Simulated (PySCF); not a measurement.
# Rh³²⁺, Pd³³⁺, Ag³⁴⁺: fine-structure interval with spin-orbit coupling

Each state of these ions is computed at each level; their differences give the fine-structure interval. How far do the methods differ?

The numbers are computed with PySCF 2.14.0 (two-component X2C-1e, generalised determinants), except any that are marked as measured or tabulated.

### Step 1. Starting point

```
Elements                                  : rhodium (Z = 45), palladium (Z = 46), silver (Z = 47)
Basis                                     : one for each species, given in its step
Hamiltonian                               : two-component X2C-1e, Gaussian nucleus, no Breit or QED terms; spin-orbit coupling, run by run: screened by Boettger's factors; bare
Core shells frozen in the correlated runs : 1s2 (for Rh³²⁺)
State 1                                   : Rh³²⁺ 3p J=3/2: [Ne] 3s2 3p1; 3p3/2 filled at m_j = +3/2
State 2                                   : Pd³³⁺ 3p J=3/2: [Ne] 3s2 3p1; 3p3/2 filled at m_j = +3/2
State 3                                   : Ag³⁴⁺ 3p J=3/2: [Ne] 3s2 3p1; 3p3/2 filled at m_j = +3/2
Needed too, but not shown                 : Rh³²⁺ [Ne] 3s2 3p1 (2P), Pd³³⁺ [Ne] 3s2 3p1 (2P), Ag³⁴⁺ [Ne] 3s2 3p1 (2P)
Methods                                   : GHF, GMP2
```

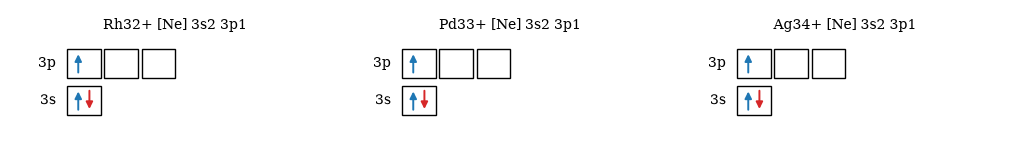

Occupation of the outer shells (arrows by Hund's rule).

A driver program built on PySCF's X2C-1e integrals ran all steps in one process from the settings above; there is no separate input file.

The integrals over 106 functions and the set-up took 0.57 s of CPU time.

### Step 2. Rh³²⁺ 3p J=3/2

Basis: an uncontracted even-tempered set (19 s from 5.5 bohr⁻², ratio 2.4; 13 p from 7.2 bohr⁻², ratio 2.4; 4 d from 25 bohr⁻², ratio 2.6; 4 f from 38 bohr⁻², ratio 2.6).

#### GHF (screened spin-orbit)

The program printed:

```text
cycle= 1 E= -3981.8200418404  delta_E= -3.98e+03  |FDS-SDF|= 0.106
cycle= 2 E= -3981.8257178399  delta_E= -0.00568  |FDS-SDF|= 0.00626
cycle= 3 E= -3981.8257948997  delta_E= -7.71e-05  |FDS-SDF|= 0.000655
cycle= 4 E= -3981.8257967088  delta_E= -1.81e-06  |FDS-SDF|= 8.86e-05
cycle= 5 E= -3981.8257967423  delta_E= -3.35e-08  |FDS-SDF|= 2.38e-06
cycle= 6 E= -3981.8257967423  delta_E= -1.73e-11  |FDS-SDF|= 1.47e-07
```

CPU time 2.6 s on a shared host, the integrals not counted.

Occupied spinors:

```tsv
spinor shell	electrons	mean energy (eV)	weight of the nominal j	rms radius (bohr)
1s1/2	2	-25112.3	1.000	0.0374
2s1/2	2	-5143.0	1.000	0.151
2p1/2	2	-4891.0	1.000	0.131
2p3/2	4	-4742.1	1.000	0.135
3s1/2	2	-1993.0	1.000	0.366
3p3/2	1	-1885.6	1.000	0.358
```

M_J = 3/2, ⟨J²⟩ = 3.751, ⟨L²⟩ = 2.004, ⟨S²⟩ = 0.754.

#### GMP2 (screened spin-orbit)

No log was kept for this step.

It used 0.33 s of CPU time after the integrals (shared host).

With 11 electrons correlated and 50 very high virtual spinors dropped, the MP2 correlation energy is -0.47124 hartree. Largest pairs: 2p1/2-2p3/2 -0.0955, 2p3/2-2p3/2 -0.0899, 3s1/2-3s1/2 -0.0663, 3p3/2-3s1/2 -0.0402, 2p3/2-2s1/2 -0.0394.

#### GHF (bare spin-orbit)

The program printed:

```text
cycle= 1 E= -3981.8622069940  delta_E= -3.98e+03  |FDS-SDF|= 0.109
cycle= 2 E= -3981.8679054542  delta_E= -0.0057  |FDS-SDF|= 0.0063
cycle= 3 E= -3981.8679824432  delta_E= -7.7e-05  |FDS-SDF|= 0.000656
cycle= 4 E= -3981.8679842656  delta_E= -1.82e-06  |FDS-SDF|= 8.85e-05
cycle= 5 E= -3981.8679842991  delta_E= -3.35e-08  |FDS-SDF|= 2.44e-06
cycle= 6 E= -3981.8679842991  delta_E= -1.73e-11  |FDS-SDF|= 1.61e-07
```

It used 2.6 s of CPU time after the integrals (shared host).

Occupied spinors:

```tsv
spinor shell	electrons	mean energy (eV)	weight of the nominal j	rms radius (bohr)
1s1/2	2	-25112.3	1.000	0.0374
2s1/2	2	-5143.0	1.000	0.151
2p1/2	2	-4896.1	1.000	0.131
2p3/2	4	-4740.0	1.000	0.135
3s1/2	2	-1993.0	1.000	0.366
3p3/2	1	-1885.0	1.000	0.358
```

M_J = 3/2, ⟨J²⟩ = 3.751, ⟨L²⟩ = 2.005, ⟨S²⟩ = 0.754.

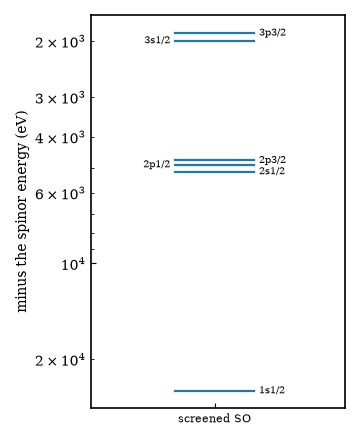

The highest 6 spinor levels of Rh³²⁺ 3p J=3/2 on a logarithmic scale.

### Step 3. Pd³³⁺ 3p J=3/2: the ladder of methods

Basis: an uncontracted even-tempered set (19 s from 5.9 bohr⁻², ratio 2.4; 13 p from 7.6 bohr⁻², ratio 2.4; 4 d from 27 bohr⁻², ratio 2.6; 4 f from 40 bohr⁻², ratio 2.6).

#### GHF (screened spin-orbit)

The program printed:

```text
cycle= 1 E= -4176.3898685888  delta_E= -4.18e+03  |FDS-SDF|= 0.112
cycle= 2 E= -4176.3955152109  delta_E= -0.00565  |FDS-SDF|= 0.00626
cycle= 3 E= -4176.3955847301  delta_E= -6.95e-05  |FDS-SDF|= 0.000614
cycle= 4 E= -4176.3955862279  delta_E= -1.5e-06  |FDS-SDF|= 8.16e-05
cycle= 5 E= -4176.3955862547  delta_E= -2.68e-08  |FDS-SDF|= 2.2e-06
cycle= 6 E= -4176.3955862547  delta_E= -9.09e-12  |FDS-SDF|= 1.26e-07
```

CPU time 2.6 s on a shared host, the integrals not counted.

Occupied spinors:

```tsv
spinor shell	electrons	mean energy (eV)	weight of the nominal j	rms radius (bohr)
1s1/2	2	-26341.2	1.000	0.0365
2s1/2	2	-5424.7	1.000	0.147
2p1/2	2	-5165.4	1.000	0.127
2p3/2	4	-5001.2	1.000	0.132
3s1/2	2	-2109.0	1.000	0.356
3p3/2	1	-1995.3	1.000	0.348
```

M_J = 3/2, ⟨J²⟩ = 3.751, ⟨L²⟩ = 2.004, ⟨S²⟩ = 0.754.

#### GMP2 (screened spin-orbit)

This step left no log, only its results.

It used 0.3 s of CPU time after the integrals (shared host).

With 11 electrons correlated and 50 very high virtual spinors dropped, the MP2 correlation energy is -0.47173 hartree. Largest pairs: 2p1/2-2p3/2 -0.0957, 2p3/2-2p3/2 -0.0901, 3s1/2-3s1/2 -0.0669, 2p3/2-2s1/2 -0.0395, 3p3/2-3s1/2 -0.0391.

#### GHF (bare spin-orbit)

The program printed:

```text
cycle= 1 E= -4176.4381068495  delta_E= -4.18e+03  |FDS-SDF|= 0.115
cycle= 2 E= -4176.4437790978  delta_E= -0.00567  |FDS-SDF|= 0.00631
cycle= 3 E= -4176.4438485579  delta_E= -6.95e-05  |FDS-SDF|= 0.000615
cycle= 4 E= -4176.4438500663  delta_E= -1.51e-06  |FDS-SDF|= 8.15e-05
cycle= 5 E= -4176.4438500931  delta_E= -2.67e-08  |FDS-SDF|= 2.25e-06
cycle= 6 E= -4176.4438500931  delta_E= -1.09e-11  |FDS-SDF|= 1.39e-07
```

CPU time 2.7 s on a shared host, the integrals not counted.

Occupied spinors:

```tsv
spinor shell	electrons	mean energy (eV)	weight of the nominal j	rms radius (bohr)
1s1/2	2	-26341.1	1.000	0.0365
2s1/2	2	-5424.7	1.000	0.147
2p1/2	2	-5171.0	1.000	0.127
2p3/2	4	-4998.9	1.000	0.132
3s1/2	2	-2109.0	1.000	0.356
3p3/2	1	-1994.7	1.000	0.348
```

M_J = 3/2, ⟨J²⟩ = 3.751, ⟨L²⟩ = 2.005, ⟨S²⟩ = 0.754.

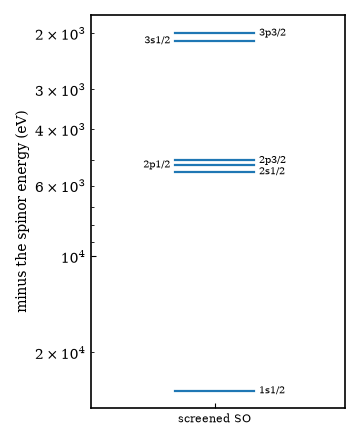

The highest 6 spinor levels of Pd³³⁺ 3p J=3/2 on a logarithmic scale.

### Step 4. Ag³⁴⁺ 3p J=3/2, method by method

Basis: an even-tempered Gaussian basis (19 s from 6.2 bohr⁻², ratio 2.4; 13 p from 8.1 bohr⁻², ratio 2.4; 4 d from 28 bohr⁻², ratio 2.6; 4 f from 42 bohr⁻², ratio 2.6).

#### GHF (screened spin-orbit)

The program printed:

```text
cycle= 1 E= -4375.9667933031  delta_E= -4.38e+03  |FDS-SDF|= 0.118
cycle= 2 E= -4375.9725179060  delta_E= -0.00572  |FDS-SDF|= 0.00639
cycle= 3 E= -4375.9725888290  delta_E= -7.09e-05  |FDS-SDF|= 0.000637
cycle= 4 E= -4375.9725904083  delta_E= -1.58e-06  |FDS-SDF|= 8.25e-05
cycle= 5 E= -4375.9725904350  delta_E= -2.67e-08  |FDS-SDF|= 2.15e-06
cycle= 6 E= -4375.9725904350  delta_E= -1.09e-11  |FDS-SDF|= 1.32e-07
```

It used 2.8 s of CPU time after the integrals (shared host).

Occupied spinors:

```tsv
spinor shell	electrons	mean energy (eV)	weight of the nominal j	rms radius (bohr)
1s1/2	2	-27602.1	1.000	0.0356
2s1/2	2	-5714.5	1.000	0.143
2p1/2	2	-5448.0	1.000	0.124
2p3/2	4	-5267.3	1.000	0.128
3s1/2	2	-2228.4	1.000	0.347
3p3/2	1	-2108.1	1.000	0.339
```

M_J = 3/2, ⟨J²⟩ = 3.751, ⟨L²⟩ = 2.005, ⟨S²⟩ = 0.754.

#### GMP2 (screened spin-orbit)

The driver printed no log here.

CPU time 0.32 s on a shared host, the integrals not counted.

With 11 electrons correlated and 50 very high virtual spinors dropped, the MP2 correlation energy is -0.47540 hartree. Largest pairs: 2p1/2-2p3/2 -0.0959, 2p3/2-2p3/2 -0.0902, 3s1/2-3s1/2 -0.0681, 3p3/2-3s1/2 -0.0405, 2p3/2-2s1/2 -0.0396.

#### GHF (bare spin-orbit)

The program printed:

```text
cycle= 1 E= -4376.0217795286  delta_E= -4.38e+03  |FDS-SDF|= 0.122
cycle= 2 E= -4376.0275331005  delta_E= -0.00575  |FDS-SDF|= 0.00644
cycle= 3 E= -4376.0276039716  delta_E= -7.09e-05  |FDS-SDF|= 0.000638
cycle= 4 E= -4376.0276055616  delta_E= -1.59e-06  |FDS-SDF|= 8.24e-05
cycle= 5 E= -4376.0276055882  delta_E= -2.66e-08  |FDS-SDF|= 2.21e-06
cycle= 6 E= -4376.0276055882  delta_E= -1.27e-11  |FDS-SDF|= 1.47e-07
```

It used 2.8 s of CPU time after the integrals (shared host).

Occupied spinors:

```tsv
spinor shell	electrons	mean energy (eV)	weight of the nominal j	rms radius (bohr)
1s1/2	2	-27602.0	1.000	0.0356
2s1/2	2	-5714.5	1.000	0.143
2p1/2	2	-5453.9	1.000	0.124
2p3/2	4	-5264.8	1.000	0.128
3s1/2	2	-2228.4	1.000	0.347
3p3/2	1	-2107.5	1.000	0.339
```

M_J = 3/2, ⟨J²⟩ = 3.751, ⟨L²⟩ = 2.005, ⟨S²⟩ = 0.755.

### Step 5. Differences of total energies

Fine-structure interval: Rh³²⁺ [Ne] 3s2 3p1 [3p1/2^1, M_J = 1/2] → Rh³²⁺ [Ne] 3s2 3p1 [3p3/2^1, M_J = 3/2].

```tsv
method	value (eV)
GHF (screened spin-orbit)	36.327
GMP2 (screened spin-orbit)	36.054
GHF (bare spin-orbit)	38.068
```

Fine-structure interval: Pd³³⁺ [Ne] 3s2 3p1 [3p1/2^1, M_J = 1/2] → Pd³³⁺ [Ne] 3s2 3p1 [3p3/2^1, M_J = 3/2].

```tsv
method	value (eV)
GHF (screened spin-orbit)	40.240
GMP2 (screened spin-orbit)	39.963
GHF (bare spin-orbit)	42.129
```

Fine-structure interval: Ag³⁴⁺ [Ne] 3s2 3p1 [3p1/2^1, M_J = 1/2] → Ag³⁴⁺ [Ne] 3s2 3p1 [3p3/2^1, M_J = 3/2].

```tsv
method	value (eV)
GHF (screened spin-orbit)	44.485
GMP2 (screened spin-orbit)	44.189
GHF (bare spin-orbit)	46.531
```

The differences also use runs on Rh³²⁺ [Ne] 3s2 3p1 (2P), Pd³³⁺ [Ne] 3s2 3p1 (2P), Ag³⁴⁺ [Ne] 3s2 3p1 (2P), which are not shown here.

### Step 6. Summary of results

| quantity | value |
| --- | --- |
| fine-structure interval, Rh³²⁺ → 3p J=3/2 | GHF (screened spin-orbit) 36.327, GMP2 (screened spin-orbit) 36.054 eV |
| fine-structure interval, Pd³³⁺ → 3p J=3/2 | GHF (screened spin-orbit) 40.240, GMP2 (screened spin-orbit) 39.963 eV |
| fine-structure interval, Ag³⁴⁺ → 3p J=3/2 | GHF (screened spin-orbit) 44.485, GMP2 (screened spin-orbit) 44.189 eV |

**Reading.** For the first difference the methods span 2.015 eV, from GMP2 (screened spin-orbit) (36.054) to GHF (bare spin-orbit) (38.068). No reference value is at hand in this session. All values hold for this basis alone; no basis-set limit was taken.
